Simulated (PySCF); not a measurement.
**CH2AlO (SMILES [CH2+][O][Al]) (charge +1): density, localisation and related maps**

```yaml
atoms:
  - { symbol: C, position_ang: [-1.3201, 0.2632, -0.0168] }
  - { symbol: Al, position_ang: [-0.2344, -0.2337, 3.0053] }
  - { symbol: O, position_ang: [-0.9111, 0.0735, 1.1178] }
  - { symbol: H, position_ang: [-2.3351, -0.0678, -0.3120] }
  - { symbol: H, position_ang: [-0.6823, 0.7689, -0.7680] }
```

Geometry: PBE0-D4/def2-SVP.

Method: Gaussian-basis quantum chemistry of an isolated molecule with PySCF, energy and nuclear gradient, functional PBE0 in PySCF 2.14.0.

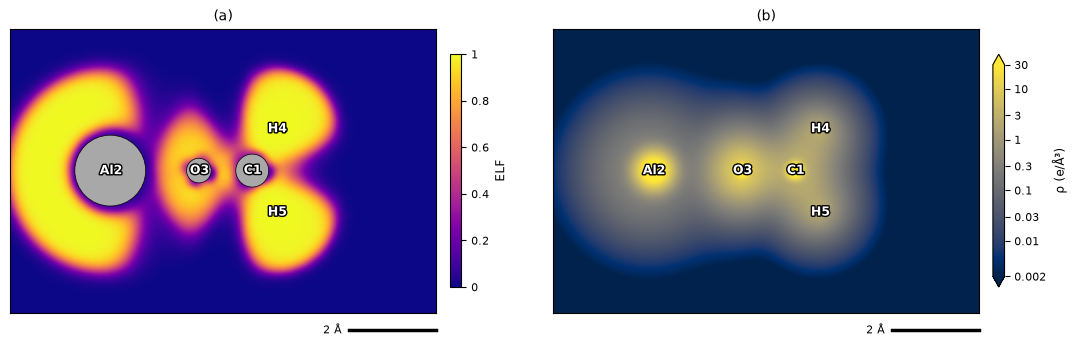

Figure 1. (a) ELF; (b) electron density on the molecular plane. Grey discs cover the atomic cores in the ELF map.

> What does the map show?

The plane passes through C, Al, O and H nuclei. C–O (1.22 Å): ρ is about 3.3 e/Å³ halfway; the ELF peaks at about 0.85 between the atoms; a multiple bond. Al–O (2.03 Å): ρ is about 0.37 e/Å³ halfway; the ELF peaks at about 0.85 in the valence shell of O, 0.6 Å from its nucleus, and is about 0.35 at the midpoint. C–H (1.11 Å): the density is about 2.2 e/Å³ at the midpoint; the ELF climbs to about 1 towards the hydrogen, as it does in any bond to H; an ordinary covalent bond to hydrogen. The ELF also peaks beside O3, away from the bonds: lone-pair regions.

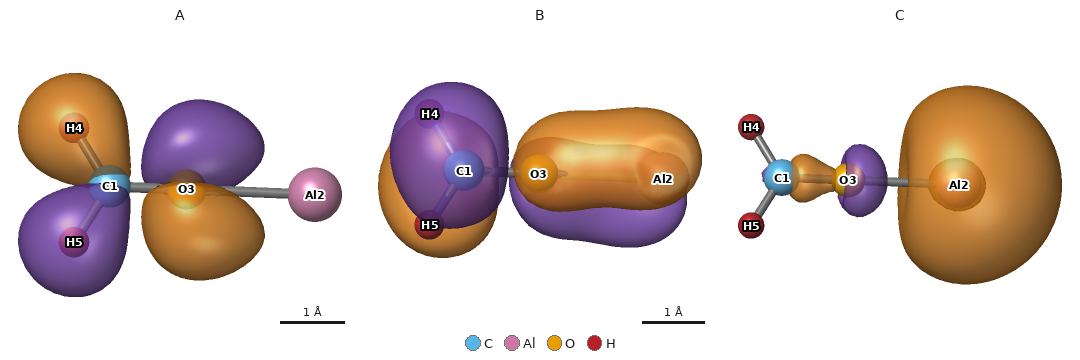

Figure 2. Three frontier orbitals at ±0.1 Å⁻³ᐟ² (orange and purple are the two phases), in no order.

> Which picture is the HOMO−1, the HOMO and the LUMO?

A is the HOMO−1 (−14.73 eV). By Hirshfeld shares it lies mainly on O3 (about 55 %), C1 (about 20 %), H4 (about 10 %) and H5 (about 10 %); it is symmetric in the molecular plane (an in-plane orbital: σ, lone-pair or in-plane π type). C is the HOMO (−12.92 eV). It lies mainly on Al2 (about 95 %); it is symmetric in the molecular plane (an in-plane orbital: σ, lone-pair or in-plane π type). B is the LUMO (−8.04 eV). Its weight (Hirshfeld) is mainly on C1 (about 50 %), O3 (about 20 %) and Al2 (about 20 %); it changes sign across the molecular plane (π type); π-bonding across Al2–O3; π-antibonding (a node) across C1–O3.

> What is the HOMO–LUMO gap?

4.88 eV between the orbital energies.

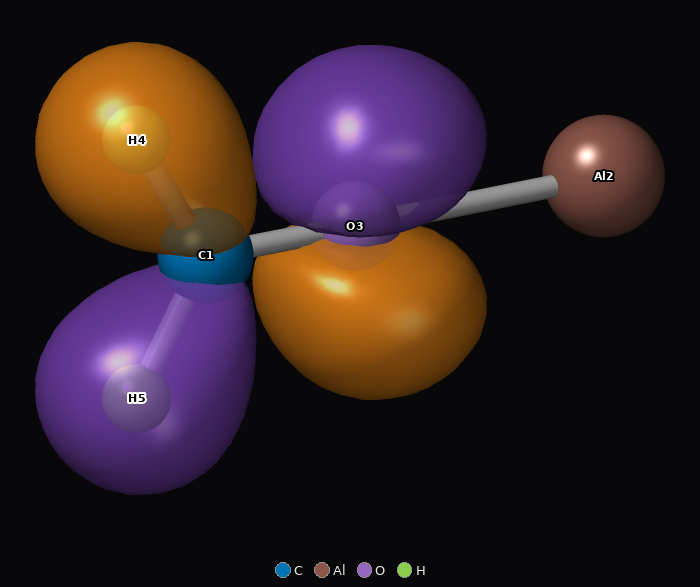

Figure 3. The HOMO−1 at ±0.15 Å⁻³ᐟ² (orange and purple are the two phases), seen at a tilt.

> Where does this orbital lie, and at what energy?

By Hirshfeld shares it lies mainly on O3 (about 55 %), C1 (about 20 %), H4 (about 10 %) and H5 (about 10 %); it is symmetric in the molecular plane (an in-plane orbital: σ, lone-pair or in-plane π type). Its energy is −14.73 eV.
